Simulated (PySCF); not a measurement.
## Electronic structure of C5H8Si (SMILES CC#C[SiH]1CC1) in real space

```json
{"atom": "C", "x (Å)": "3.2527", "y (Å)": "-0.4443", "z (Å)": "0.3000"}
{"atom": "C", "x (Å)": "1.8963", "y (Å)": "-0.2663", "z (Å)": "-0.1659"}
{"atom": "C", "x (Å)": "0.7619", "y (Å)": "-0.1160", "z (Å)": "-0.5460"}
{"atom": "Si", "x (Å)": "-0.9550", "y (Å)": "0.1086", "z (Å)": "-1.1450"}
{"atom": "C", "x (Å)": "-2.1376", "y (Å)": "1.0784", "z (Å)": "-0.0455"}
{"atom": "C", "x (Å)": "-2.3493", "y (Å)": "-0.4435", "z (Å)": "-0.0059"}
{"atom": "H", "x (Å)": "3.9415", "y (Å)": "-0.4255", "z (Å)": "-0.5447"}
{"atom": "H", "x (Å)": "3.3493", "y (Å)": "-1.4008", "z (Å)": "0.8139"}
{"atom": "H", "x (Å)": "3.5180", "y (Å)": "0.3566", "z (Å)": "0.9904"}
{"atom": "H", "x (Å)": "-1.1452", "y (Å)": "0.0956", "z (Å)": "-2.5859"}
{"atom": "H", "x (Å)": "-1.7835", "y (Å)": "1.5276", "z (Å)": "0.8720"}
{"atom": "H", "x (Å)": "-2.9419", "y (Å)": "1.6551", "z (Å)": "-0.4816"}
{"atom": "H", "x (Å)": "-2.1250", "y (Å)": "-0.9252", "z (Å)": "0.9355"}
{"atom": "H", "x (Å)": "-3.2829", "y (Å)": "-0.8008", "z (Å)": "-0.4184"}
```

Geometry: GFN2-xTB.

Theory: PySCF, CAM-B3LYP/def2-SVPD, SCF density, gas phase.

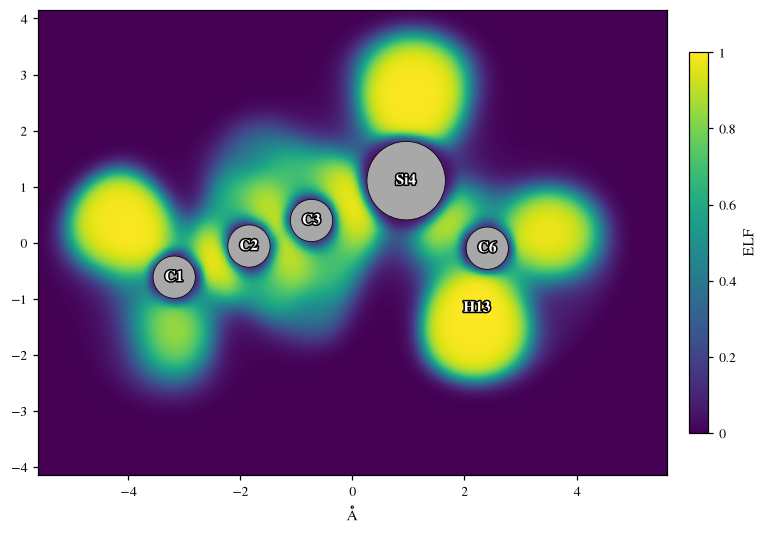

Figure 1. ELF on the plane of atoms C3, Si4 and C6. Grey discs cover the atomic cores.

### Interpret the plot.

The plane passes through C, Si and H nuclei. C–C (1.21 Å): the ELF peaks at about 0.85 between the atoms (a multiple bond). C–Si (1.83 Å): the ELF peaks at about 0.95 between the atoms; a covalent bond. C–H (1.08 Å): the ELF climbs to about 1 towards the hydrogen, as it does in any bond to H; an ordinary covalent bond to hydrogen. C–Si (1.88 Å): the ELF peaks at about 0.85 between the atoms; localised, covalent bonding.

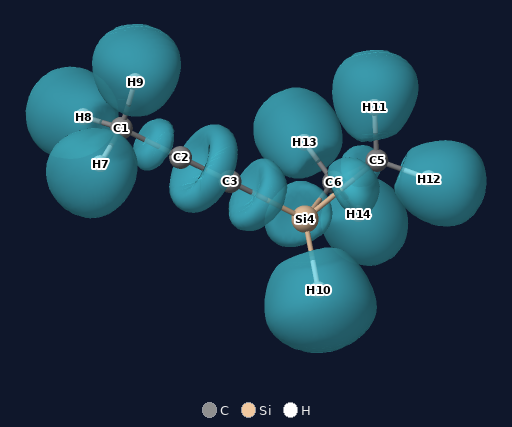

Figure 2. Isosurface of the ELF at 0.8 (cyan), seen at a tilt. Core shells and regions of very low density are left out.

### Where are the electrons localised?

The ELF exceeds this value in three regions between bonded C–C atoms (shared pairs), one region between bonded C–Si atoms (shared pairs), eight regions around hydrogen nuclei and two regions on Si in which the atom's valence shell and bonds are merged.

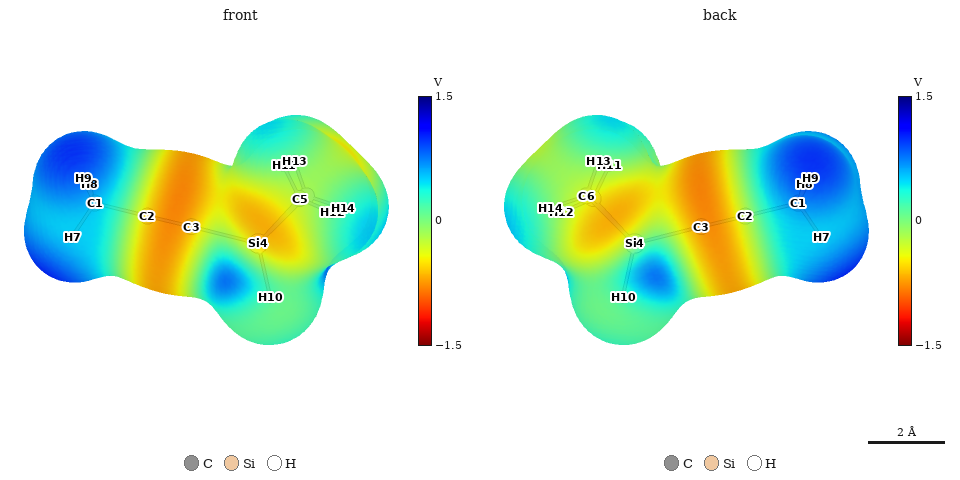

Figure 3. The electrostatic potential painted on the density surface at 0.002 e/bohr³, seen from the front and from behind; red is negative and blue positive.

### Which sites attract a positive test charge, and which a negative one?

A positive charge is drawn to the negative regions and a negative charge to the positive ones. The most negative region (about −0.8 V) lies over C2 and C3, the most positive (about +1.0 V) over H7, H8 and H9.

### How polar is the molecule by this calculation?

Its dipole moment is 1.46 D.
